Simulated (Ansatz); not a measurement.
**GeH8N2Si2: geometry and vibrations**

Aim: relax GeH8N2Si2 from a cheap starting geometry, check the end point by its vibrations and derive ideal-gas thermochemistry, and look at its orbitals and charge.

Method: RKS PBE0-D4/def2-TZVP; program: Ansatz 0.2.0, Gaussian basis.

Levels to be run: relaxation at PBE-D4/def2-SVP; relaxation at PBE0-D4/def2-TZVP; harmonic vibrations at the same level; a single point in def2-TZVPP for the fields.

## 1. The starting structure

SMILES `[NH2][Ge][N]([SiH3])[SiH3]`, 13 atoms, charge 0, spin multiplicity 1.

Atoms are counted from 1 here; the program's logs count them from 0.

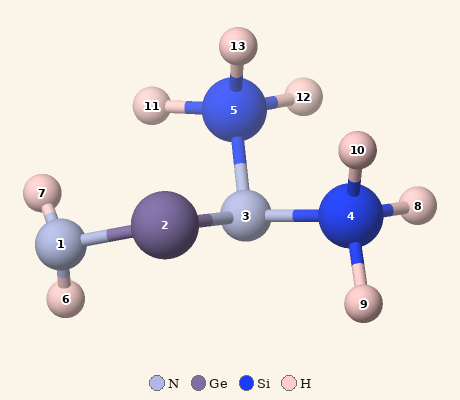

The starting geometry (nitrogen light blue, germanium purple, silicon blue, hydrogen pink); atoms are numbered from 1 in the order of the file.

The start is a force-field geometry with small random shifts, so a cheaper pass at PBE-D4/def2-SVP comes first.

## 2. Optimising with PBE-D4/def2-SVP (cheap first pass)

Contents of in.yaml:

```yaml
crystal:
  periodic: [false, false, false]
  atoms:
    - {symbol: N, position_ang: [-0.906200, 2.209100, -1.516600]}
    - {symbol: Ge, position_ang: [0.317100, 1.600500, -0.334800]}
    - {symbol: N, position_ang: [-0.337800, 0.039300, 0.451900]}
    - {symbol: Si, position_ang: [0.855800, -0.303000, 1.842100]}
    - {symbol: Si, position_ang: [-0.100100, -1.292300, -0.743800]}
    - {symbol: H, position_ang: [-1.863100, 2.295200, -1.014800]}
    - {symbol: H, position_ang: [-1.028900, 1.541800, -2.279300]}
    - {symbol: H, position_ang: [0.412700, -1.556100, 2.480100]}
    - {symbol: H, position_ang: [0.693000, 0.789800, 2.874700]}
    - {symbol: H, position_ang: [2.175800, -0.428900, 1.404900]}
    - {symbol: H, position_ang: [-0.981300, -1.041100, -1.865700]}
    - {symbol: H, position_ang: [-0.466000, -2.557800, -0.095700]}
    - {symbol: H, position_ang: [1.249500, -1.331300, -1.188300]}
basis:
  gaussian: {orbitals: def2-SVP}
hamiltonian: {xc: pbe, dispersion: d4}
relax: {f_tol: 0.03, max_steps: 200}
```

Run with:

```sh
ansatz run in.yaml --threads 4 --pin off --events-out ev --progress --plain --max-ram 11315MiB
```

The program printed, shortened:

```text
Functional definition: PBE
  name "PBE"
  cite "Perdew, Burke & Ernzerhof, Phys. Rev. Lett. 77, 3865 (1996) doi:10.1103/PhysRevLett.77.3865"
  parent pbe
[...]
1551 factors; their error is unknown
[...]
mean field -75348.45217186 eV, -2769.0045443007 hartree, gradient 3.6e-5 eV, S^2 0.000000; 0 other end points of the search recorded, 0 dependent functions left out
[...]
reference -75348.45221386 eV, -2769.0045458442 hartree; 41, 41 occupied and 95, 95 virtual orbitals, 1551 factors
relax step   1: F+E_penalty+E_count = -75348.84558437 eV  Δ(F+E_penalty+E_count) = +0.000e0 eV  max|allowed force component| = 3.136e0 eV/Å  Δτ_max = 0.0000 Å  (30 SCF iters, accepted)
[...]
relax step   6: F+E_penalty+E_count = -75350.12915806 eV  Δ(F+E_penalty+E_count) = -1.173e-1 eV  max|allowed force component| = 8.536e-1 eV/Å  Δτ_max = 0.1949 Å  (35 SCF iters, accepted)
[...]
relax step  11: F+E_penalty+E_count = -75350.62059555 eV  Δ(F+E_penalty+E_count) = -4.722e-2 eV  max|allowed force component| = 3.528e-1 eV/Å  Δτ_max = 0.2000 Å  (30 SCF iters, accepted)
[...]
relax step  16: F+E_penalty+E_count = -75350.66445653 eV  Δ(F+E_penalty+E_count) = -2.690e-3 eV  max|allowed force component| = 1.787e-1 eV/Å  Δτ_max = 0.1380 Å  (30 SCF iters, accepted)
[...]
mean field -75350.27527982 eV, -2769.0715422824 hartree, gradient 1.1e-5 eV, S^2 0.000000; 1 other end points of the search recorded, 0 dependent functions left out
[...]
reference -75350.27532312 eV, -2769.0715438736 hartree; 41, 41 occupied and 95, 95 virtual orbitals, 1551 factors
Total energy: -75350.67241680 eV, -2769.0861367972 hartree
Atom 0 at    -1.035960     1.827906    -1.485348 Å, force    -0.001958    -0.011780     0.004490 eV/Å
Atom 1 at    -0.288129     1.929680     0.196868 Å, force    -0.004411    -0.006117    -0.002799 eV/Å
Atom 2 at     0.160006     0.087386     0.421998 Å, force     0.010992     0.008250     0.009378 eV/Å
Atom 3 at     0.881230    -0.371731     1.968893 Å, force    -0.004078     0.000886     0.000357 eV/Å
Atom 4 at    -0.034873    -1.144573    -0.824062 Å, force    -0.010045    -0.017242    -0.020025 eV/Å
Atom 5 at    -1.395013     2.682326    -1.919940 Å, force     0.004170    -0.010032    -0.003957 eV/Å
Atom 6 at    -1.245796     1.001366    -2.055661 Å, force    -0.000255     0.022941     0.002641 eV/Å
Atom 7 at     0.039897    -1.386734     2.699782 Å, force     0.005293     0.002395    -0.002805 eV/Å
Atom 8 at     0.985600     0.873348     2.809197 Å, force     0.001769    -0.000064    -0.001258 eV/Å
Atom 9 at     2.258086    -0.961836     1.794305 Å, force    -0.006628     0.001636     0.000761 eV/Å
Atom 10 at    -1.436464    -1.130984    -1.387145 Å, force     0.019936    -0.001411     0.006519 eV/Å
Atom 11 at     0.220959    -2.502955    -0.223307 Å, force    -0.000836     0.016539    -0.013009 eV/Å
Atom 12 at     0.910958    -0.938000    -1.980880 Å, force    -0.013951    -0.006001     0.019705 eV/Å
Dipole moment:    -0.184742     0.123172    -0.308891 e Å
```

It took 31 s on 4 threads of Intel Xeon Platinum 8488C, shared host.

Step by step: (the energy doesn't fall at every step)

| step | energy from step 1 (eV) | largest force component (eV/Å) |
| --- | --- | --- |
| 1 | 0.0000 | 3.1357 |
| 2 | -0.6647 | 1.2969 |
| 3 | -0.9037 | 0.7800 |
| 4 | -1.0716 | 0.5389 |
| 5 | -1.1663 | 0.7223 |
| 6 | -1.2836 | 0.8536 |
| 7 | -1.4179 | 1.4253 |
| 8 | -1.5756 | 0.7666 |
| 9 | -1.6381 | 0.8200 |
| 10 | -1.7278 | 1.1796 |
| 11 | -1.7750 | 0.3528 |
| 12 | -1.7376 | 0.5127 |
| 13 | -1.8008 | 0.1202 |
| 14 | -1.8118 | 0.0733 |
| 15 | -1.8162 | 0.1151 |
| 16 | -1.8189 | 0.1787 |
| 17 | -1.8207 | 0.0781 |
| 18 | -1.8235 | 0.0328 |
| 19 | -1.8247 | 0.0905 |
| 20 | -1.8257 | 0.0401 |
| 21 | -1.8263 | 0.0236 |
| 22 | -1.8267 | 0.0198 |
| 23 | -1.8268 | 0.0229 |

The force was under the threshold of 0.03 eV/Å already at step 21, but the program went on to step 23.

Distances of close pairs at the start and the end, largest changes first:

| bond | before (Å) | after (Å) | change (Å) |
| --- | --- | --- | --- |
| Si4–H10 | 1.396 | 1.508 | +0.112 |
| N3–Si4 | 1.864 | 1.767 | -0.097 |
| Si5–H13 | 1.421 | 1.508 | +0.087 |
| Si5–H11 | 1.449 | 1.511 | +0.062 |
| N1–H6 | 1.084 | 1.024 | -0.060 |
| Ge2–N3 | 1.867 | 1.909 | +0.042 |
| N3–Si5 | 1.805 | 1.763 | -0.042 |
| Si5–H12 | 1.468 | 1.507 | +0.039 |

## 3. Relaxation at PBE0-D4/def2-TZVP

Contents of in.yaml:

```yaml
crystal:
  periodic: [false, false, false]
  atoms:
    - {symbol: N, position_ang: [-1.035960, 1.827906, -1.485348]}
    - {symbol: Ge, position_ang: [-0.288129, 1.929680, 0.196868]}
    - {symbol: N, position_ang: [0.160006, 0.087386, 0.421998]}
    - {symbol: Si, position_ang: [0.881230, -0.371731, 1.968893]}
    - {symbol: Si, position_ang: [-0.034873, -1.144573, -0.824062]}
    - {symbol: H, position_ang: [-1.395013, 2.682326, -1.919940]}
    - {symbol: H, position_ang: [-1.245796, 1.001366, -2.055661]}
    - {symbol: H, position_ang: [0.039897, -1.386734, 2.699782]}
    - {symbol: H, position_ang: [0.985600, 0.873348, 2.809197]}
    - {symbol: H, position_ang: [2.258086, -0.961836, 1.794305]}
    - {symbol: H, position_ang: [-1.436464, -1.130984, -1.387145]}
    - {symbol: H, position_ang: [0.220959, -2.502955, -0.223307]}
    - {symbol: H, position_ang: [0.910958, -0.938000, -1.980880]}
basis:
  gaussian: {orbitals: def2-TZVP}
hamiltonian: {xc: pbe0, dispersion: d4}
relax: {f_tol: 0.005, max_steps: 150}
```

Same command.

The program printed, shortened:

```text
Functional definition: PBE0
  name "PBE0"
  cite "Adamo & Barone, J. Chem. Phys. 110, 6158 (1999) doi:10.1063/1.478522"
  cite "Perdew, Burke & Ernzerhof, Phys. Rev. Lett. 77, 3865 (1996) doi:10.1103/PhysRevLett.77.3865"
  parent pbe
[...]
1599 factors; their error is unknown
[...]
mean field -75369.90599362 eV, -2769.7929577082 hartree, gradient 6.6e-5 eV, S^2 0.000000; 0 other end points of the search recorded, 0 dependent functions left out
[...]
reference -75369.90603078 eV, -2769.7929590740 hartree; 41, 41 occupied and 191, 191 virtual orbitals, 1599 factors
relax step   1: F+E_penalty+E_count = -75370.24583220 eV  Δ(F+E_penalty+E_count) = +0.000e0 eV  max|allowed force component| = 5.880e-1 eV/Å  Δτ_max = 0.0000 Å  (29 SCF iters, accepted)
[...]
Atom 3 at     0.855324    -0.370515     1.937446 Å, force    -0.002324     0.003564     0.000011 eV/Å
Atom 4 at    -0.021224    -1.125227    -0.805411 Å, force    -0.000965     0.000598    -0.003723 eV/Å
Atom 5 at    -1.367425     2.653996    -1.902623 Å, force     0.000309     0.000985     0.000337 eV/Å
Atom 6 at    -1.253494     0.993276    -2.020158 Å, force    -0.001284    -0.001700    -0.002880 eV/Å
Atom 7 at    -0.009368    -1.344068     2.658266 Å, force     0.001938    -0.000328    -0.001020 eV/Å
Atom 8 at     0.996443     0.856888     2.766355 Å, force     0.000558    -0.000676    -0.000881 eV/Å
Atom 9 at     2.193965    -0.998278     1.763601 Å, force    -0.001893     0.000578     0.000579 eV/Å
Atom 10 at    -1.416493    -1.161891    -1.327945 Å, force     0.000948    -0.001244     0.001877 eV/Å
Atom 11 at     0.293024    -2.455330    -0.216315 Å, force    -0.000439     0.001342    -0.000802 eV/Å
Atom 12 at     0.879987    -0.889561    -1.965673 Å, force     0.000065    -0.000830     0.001492 eV/Å
Dipole moment:    -0.166458     0.136214    -0.259748 e Å
```

Wall time 47 s (4 threads of Intel Xeon Platinum 8488C, shared host); peak memory 0.84 GiB.

Relaxation path:

| step | energy from step 1 (eV) | largest force component (eV/Å) |
| --- | --- | --- |
| 1 | 0.0000 | 0.5880 |
| 2 | -0.0638 | 0.2971 |
| 3 | -0.0718 | 0.0677 |
| 4 | -0.0733 | 0.0852 |
| 5 | -0.0725 | 0.1018 |
| 6 | -0.0739 | 0.0131 |
| 7 | -0.0740 | 0.0098 |
| 8 | -0.0741 | 0.0192 |
| 9 | -0.0742 | 0.0145 |
| 10 | -0.0742 | 0.0099 |
| 11 | -0.0742 | 0.0047 |

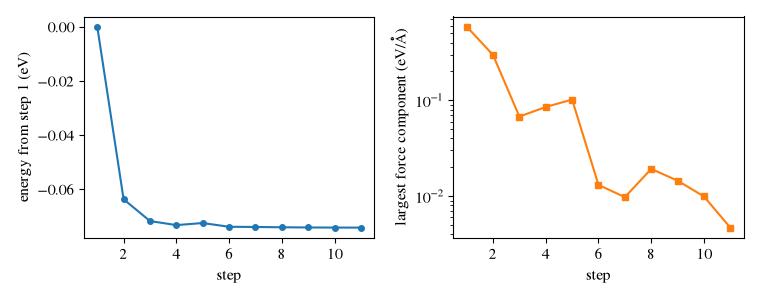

Energy and largest force along the relaxation.

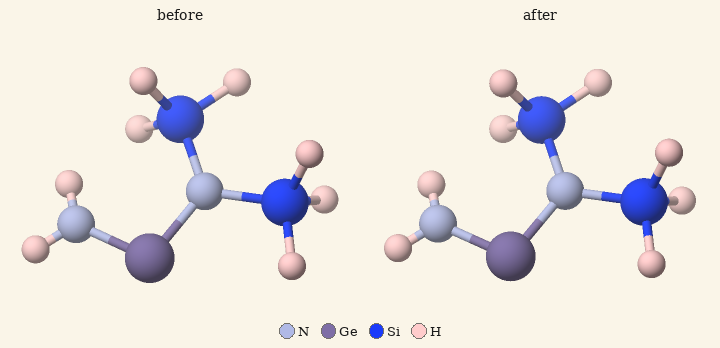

The geometry before (left) and after (right).

Distances of close pairs at the start and the end, largest changes first:

| bond | before (Å) | after (Å) | change (Å) |
| --- | --- | --- | --- |
| N3–Si4 | 1.767 | 1.735 | -0.032 |
| N3–Si5 | 1.763 | 1.732 | -0.031 |
| Ge2–N3 | 1.909 | 1.880 | -0.029 |
| Si5–H13 | 1.508 | 1.488 | -0.021 |
| N1–Ge2 | 1.844 | 1.823 | -0.020 |
| Si5–H11 | 1.511 | 1.490 | -0.020 |
| Si4–H10 | 1.508 | 1.489 | -0.019 |
| Si4–H8 | 1.507 | 1.488 | -0.019 |

Mulliken charges of the relaxed molecule (report file):

N1 -0.63; Ge2 0.39; N3 -0.44; Si4 0.20; Si5 0.17; H6 0.24; H7 0.24; H8 -0.03; H9 -0.02; H10 -0.03; H11 -0.04; H12 -0.02; H13 -0.02

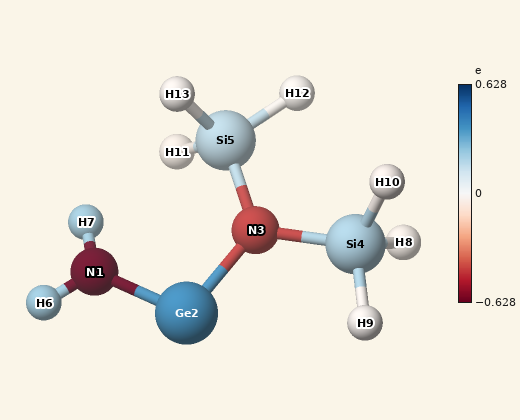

Mulliken charges of the relaxed molecule (report file), as colours on the atoms.

## 4. Vibrations by finite differences

Contents of in.yaml:

```yaml
crystal:
  periodic: [false, false, false]
  atoms:
    - {symbol: N, position_ang: [-1.031996, 1.808633, -1.468659]}
    - {symbol: Ge, position_ang: [-0.264458, 1.906517, 0.182464]}
    - {symbol: N, position_ang: [0.166217, 0.090760, 0.413352]}
    - {symbol: Si, position_ang: [0.855324, -0.370515, 1.937446]}
    - {symbol: Si, position_ang: [-0.021224, -1.125227, -0.805411]}
    - {symbol: H, position_ang: [-1.367425, 2.653996, -1.902623]}
    - {symbol: H, position_ang: [-1.253494, 0.993276, -2.020158]}
    - {symbol: H, position_ang: [-0.009368, -1.344068, 2.658266]}
    - {symbol: H, position_ang: [0.996443, 0.856888, 2.766355]}
    - {symbol: H, position_ang: [2.193965, -0.998278, 1.763601]}
    - {symbol: H, position_ang: [-1.416493, -1.161891, -1.327945]}
    - {symbol: H, position_ang: [0.293024, -2.455330, -0.216315]}
    - {symbol: H, position_ang: [0.879987, -0.889561, -1.965673]}
basis:
  gaussian: {orbitals: def2-TZVP}
hamiltonian: {xc: pbe0, dispersion: d4}
phonons: {temperatures: {t_min: 298.15, t_max: 900, t_step: 200}}
```

Launched as before.

The program printed, shortened:

```text
Functional definition: PBE0
  name "PBE0"
  cite "Adamo & Barone, J. Chem. Phys. 110, 6158 (1999) doi:10.1063/1.478522"
  cite "Perdew, Burke & Ernzerhof, Phys. Rev. Lett. 77, 3865 (1996) doi:10.1103/PhysRevLett.77.3865"
  parent pbe
[...]
1599 factors; their error is unknown
[...]
mean field -75369.97570482 eV, -2769.7955195479 hartree, gradient 6.9e-5 eV, S^2 0.000000; 0 other end points of the search recorded, 0 dependent functions left out
[...]
reference -75369.97574165 eV, -2769.7955209013 hartree; 41, 41 occupied and 191, 191 virtual orbitals, 1599 factors
[...]
1599 factors; their error is unknown
mean field -75369.97563993 eV, -2769.7955171630 hartree, gradient 1.9e-6 eV, S^2 0.000000; 0 other end points of the search recorded, 0 dependent functions left out
[...]
reference -75369.97567676 eV, -2769.7955185166 hartree; 41, 41 occupied and 191, 191 virtual orbitals, 1599 factors
[...]
Atom 6 at    -1.253494     0.993276    -2.020158 Å, force    -0.001292    -0.001707    -0.002878 eV/Å
Atom 7 at    -0.009368    -1.344068     2.658266 Å, force     0.001938    -0.000331    -0.001016 eV/Å
Atom 8 at     0.996443     0.856888     2.766355 Å, force     0.000558    -0.000676    -0.000877 eV/Å
Atom 9 at     2.193965    -0.998278     1.763601 Å, force    -0.001902     0.000577     0.000580 eV/Å
Atom 10 at    -1.416493    -1.161891    -1.327945 Å, force     0.000949    -0.001254     0.001870 eV/Å
Atom 11 at     0.293024    -2.455330    -0.216315 Å, force    -0.000437     0.001341    -0.000800 eV/Å
Atom 12 at     0.879987    -0.889561    -1.965673 Å, force     0.000066    -0.000833     0.001485 eV/Å
Dipole moment:    -0.166458     0.136214    -0.259749 e Å
Vibrations: 50.83 90.20 127.40 154.85 163.25 185.63 247.11 378.77 400.41 442.16 649.60 658.83 688.77 692.10 725.08 735.76 909.76 937.38 939.90 943.40 957.32 968.34 990.14 1005.70 1572.67 2197.84 2206.81 2208.90 2213.97 2218.61 2219.84 3573.61 3687.55 cm⁻¹, zero-point energy 2.240548 eV
```

Run time: 3.8 min. Hardware: 4 threads of Intel Xeon Platinum 8488C, shared host; peak memory 0.84 GiB.

Motions are named by where the mode's potential energy lies. Wavenumbers, unscaled:

| mode | cm⁻¹ | motion |
| --- | --- | --- |
| 1 | 51 | torsion |
| 2 | 90 | torsion |
| 3 | 127 | torsion |
| 4 | 155 | bend |
| 5 | 163 | bend with torsion |
| 6 | 186 | torsion with bend |
| 7 | 247 | bend |
| 8 | 379 | torsion with out-of-plane bend |
| 9 | 400 | Ge–N and Si–N stretch |
| 10 | 442 | torsion |
| 11 | 650 | bend with Si–N stretch |
| 12 | 659 | bend |
| 13 | 689 | bend |
| 14 | 692 | Ge–N stretch |
| 15 | 725 | bend |
| 16 | 736 | bend |
| 17 | 910 | bend with Si–N stretch |
| 18 | 937 | bend with wag or twist |
| 19 | 940 | bend |
| 20 | 943 | bend with wag or twist |
| 21 | 957 | bend with wag or twist |
| 22 | 968 | bend with wag or twist |
| 23 | 990 | bend |
| 24 | 1006 | Si–N stretch |
| 25 | 1573 | bend |
| 26 | 2198 | Si–H stretch |
| 27 | 2207 | Si–H stretch |
| 28 | 2209 | Si–H stretch |
| 29 | 2214 | Si–H stretch |
| 30 | 2219 | Si–H stretch |
| 31 | 2220 | Si–H stretch |
| 32 | 3574 | N–H stretch |
| 33 | 3688 | N–H stretch |

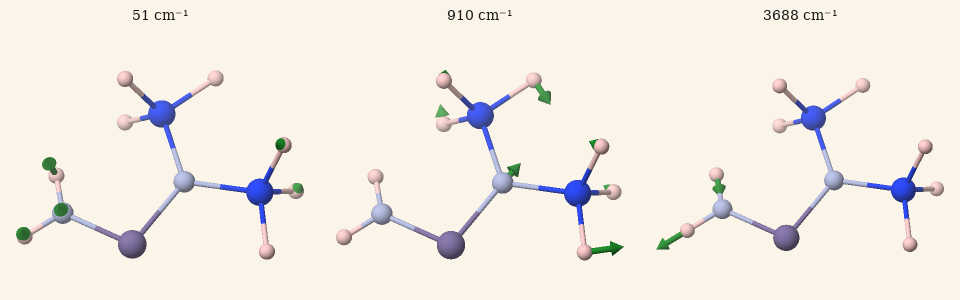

Displacements of 3 modes, as arrows.

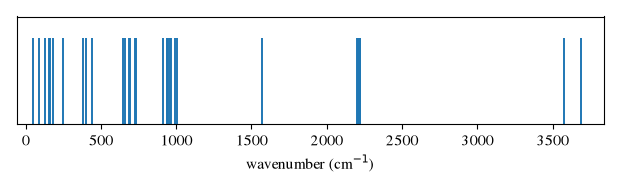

The harmonic wavenumbers as sticks (no intensities were computed).

From these modes and the moments of inertia (298.15 K, 1 bar, symmetry number 1):

| term | value |
| --- | --- |
| zero-point energy | 51.7 kcal/mol |
| H(298) − E | 58.2 kcal/mol |
| entropy, translation | 172.5 J/(mol K) |
| entropy, rotation | 120.5 J/(mol K) |
| entropy, vibration | 109.7 J/(mol K) |
| entropy, total | 402.7 J/(mol K) |

## 5. A single point for the fields

Changes to in.yaml since step 4:

```diff
@@ -17,4 +17,4 @@
 basis:
-  gaussian: {orbitals: def2-TZVP}
+  gaussian: {orbitals: def2-TZVPP}
 hamiltonian: {xc: pbe0, dispersion: d4}
-phonons: {temperatures: {t_min: 298.15, t_max: 900, t_step: 200}}
+output: {orbitals: {seedname: orbitals}}
```

Launched as before.

The program printed:

```text
Functional definition: PBE0
  name "PBE0"
  cite "Adamo & Barone, J. Chem. Phys. 110, 6158 (1999) doi:10.1063/1.478522"
  cite "Perdew, Burke & Ernzerhof, Phys. Rev. Lett. 77, 3865 (1996) doi:10.1103/PhysRevLett.77.3865"
  parent pbe
  parameter a = 0.25
  parameter kappa = 0.804
  parameter beta = 0.06672455060314922
  exchange = (1 - a)*pbe_x(kappa = kappa, mu = beta*pi^2/3) + a*exact_x
  correlation = pbe_c(beta = beta)
1765 factors; their error is unknown
mean field evaluation 1: about -75356.2140 eV, gradient 8.5e1 eV
mean field evaluation 2: about -75317.8334 eV, gradient 1.5e2 eV
mean field evaluation 4: about -75369.6880 eV, gradient 4.8e0 eV
mean field evaluation 8: about -75369.7404 eV, gradient 1.7e-1 eV
mean field evaluation 16: about -75370.0488 eV, gradient 1.9e-4 eV
mean field -75370.04879843 eV, -2769.7982056884 hartree, gradient 3.7e-5 eV, S^2 0.000000; 0 other end points of the search recorded, 0 dependent functions left out
reference -75370.04883470 eV, -2769.7982070211 hartree; 41, 41 occupied and 265, 265 virtual orbitals, 1765 factors
Total energy: -75370.39319772 eV, -2769.8108621286 hartree
```

Run time: 4.1 s. Hardware: 4 threads of Intel Xeon Platinum 8488C, shared host; peak memory 1.1 GiB.

The fields below are evaluated on a grid from the run's orbitals.

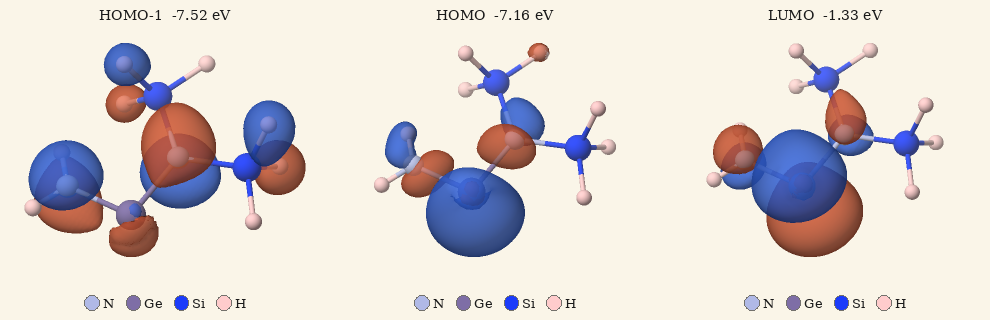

PBE0-D4/def2-TZVPP orbitals near the gap, drawn at the value that encloses 70 % of each; the two colours are the two signs.

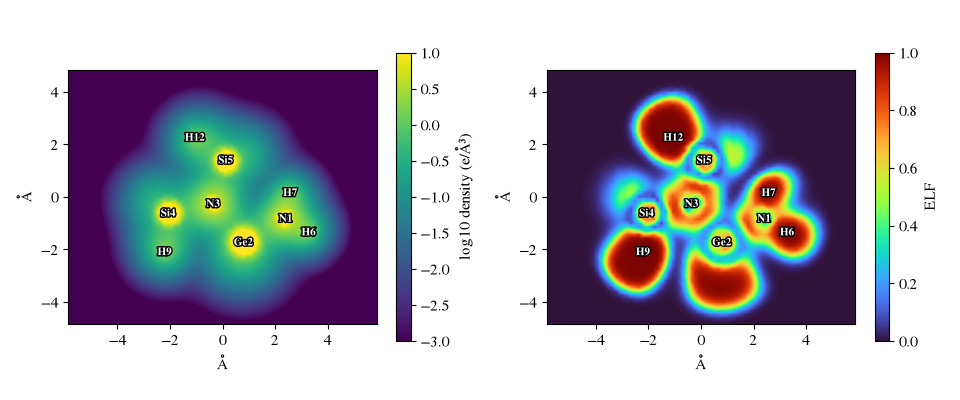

Density (left) and ELF (right) in a plane through or near 9 of the atoms.

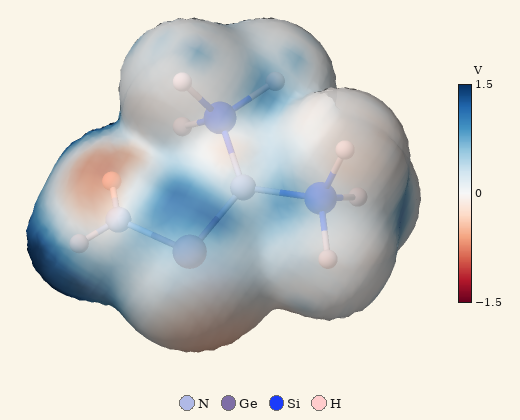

Electrostatic potential on the surface of density 0.002 e/bohr³; red is low, blue high. It runs from -0.54 V near Ge2 to 1.50 V near H6.

## 6. What came out

| quantity | value |
| --- | --- |
| point group | C1 |
| steps | 23 + 11 |
| shift from the start (rms) | 0.655 Å |
| total energy | -75370.3201 eV |
| dispersion term | -344 meV |
| dipole moment | 1.62 D |
| lowest, highest wavenumber | 51, 3688 cm⁻¹ |
| zero-point energy | 51.7 kcal/mol |
| entropy at 298.15 K | 402.7 J/(mol K) |
| HOMO, LUMO | -7.16, -1.33 eV |

In words: The atoms moved 0.66 Å (rms) from the start; the bond that changed most is N3–Si4, from 1.864 to 1.735 Å. All wavenumbers are real, so the end point is a minimum. The stiffest mode, 3688 cm⁻¹, is an N–H stretch, and 6 modes under 200 cm⁻¹ make the vibrational entropy uncertain. Harmonic hybrid wavenumbers usually lie a few per cent above measured fundamentals. The largest Mulliken charge, -0.63 e, sits on N1. The HOMO lies mostly on Ge2 62 %; N3 15 % and the LUMO on Ge2 71 %; N1, N3 about 9 % each.
